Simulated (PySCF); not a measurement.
C$_{5}$H$_{13}$B

```
atom    x (Å)    y (Å)    z (Å)
   C   2.4852  -0.2231   0.0963
   B   1.0026  -0.6290  -0.2226
   C  -0.1584   0.4504  -0.1842
   C  -0.2080   1.0963  -1.5827
   C  -1.5417  -0.1087   0.1726
   C  -1.5643  -0.6964   1.5785
   H   3.1788  -0.5800  -0.6636
   H   2.7941  -0.7082   1.0232
   H   2.6443   0.8449   0.2252
   H   0.7664  -1.7345  -0.5363
   H   0.0652   1.2546   0.5267
   H  -0.4441   0.3497  -2.3382
   H   0.7498   1.5456  -1.8343
   H  -0.9730   1.8701  -1.6167
   H  -2.2888   0.6875   0.1044
   H  -1.8173  -0.8822  -0.5477
   H  -1.2882   0.0582   2.3123
   H  -0.8558  -1.5183   1.6538
   H  -2.5566  -1.0676   1.8261
```

Geometry: GFN2-xTB.

Level of theory: PySCF 2.14.0, PBE0/pcSseg-1, SCF density, gas phase, non-relativistic.

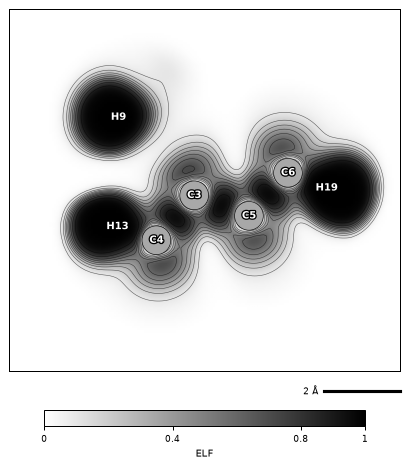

Figure 1. ELF on the plane of atoms C5, C6 and H19. Grey discs cover the atomic cores.

> Describe what can be read from this map.

The plane passes through C and H nuclei.
C–C (1.52 Å): the ELF peaks at about 0.95 between the atoms (localised, covalent bonding).
C–H (1.09 Å): the ELF climbs to about 1 towards the hydrogen, as it does in any bond to H; an ordinary covalent bond to hydrogen.

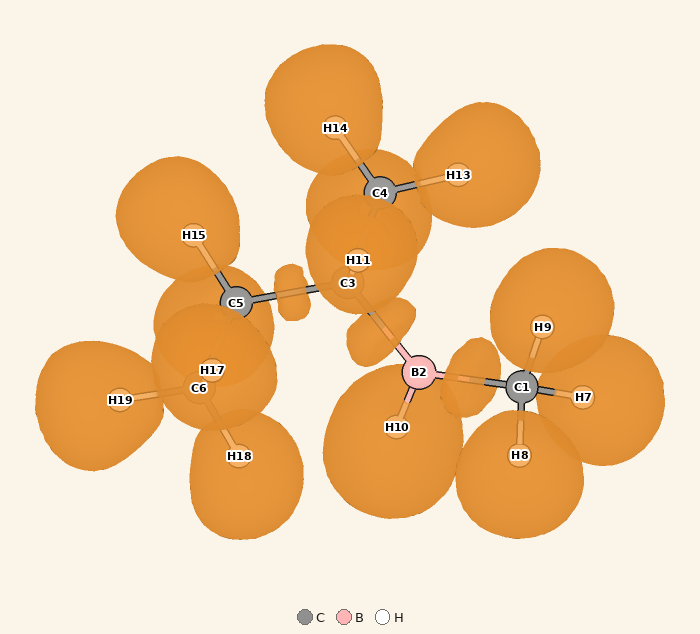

Figure 2. Isosurface of the electron localisation function at 0.85 (orange), seen at a tilt. Core shells and regions of very low density are left out.

> Where are the electrons localised?

The surface consists of two regions between bonded B–C atoms (shared pairs), three regions between bonded C–C atoms (shared pairs) and 13 regions around hydrogen nuclei. Profiles from the grid: C–B (1.57 Å): the ELF peaks at about 1 between the atoms, as expected for a covalent bond.

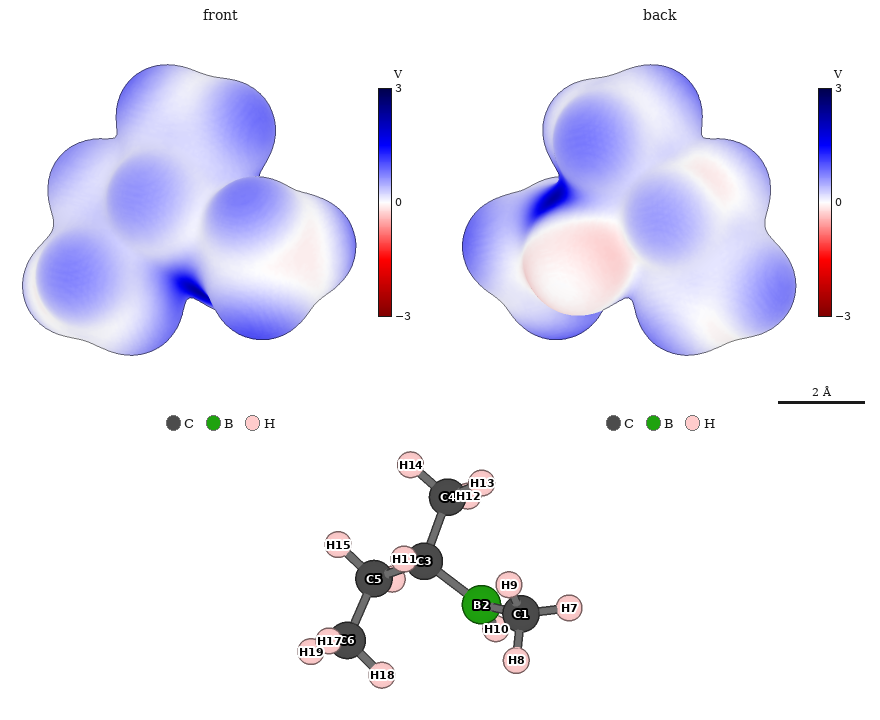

Figure 3. The molecular electrostatic potential painted on the density surface at 0.004 e/bohr³, seen from the front and from behind; red is negative and blue positive. The bare structure is drawn below in the same view.

> Where is the surface potential most negative and most positive?

The most negative region (about −0.2 V) lies over H10, the most positive (about +2.0 V) over B2.

> What dipole moment does the calculation give?

Its dipole moment is 0.37 D.
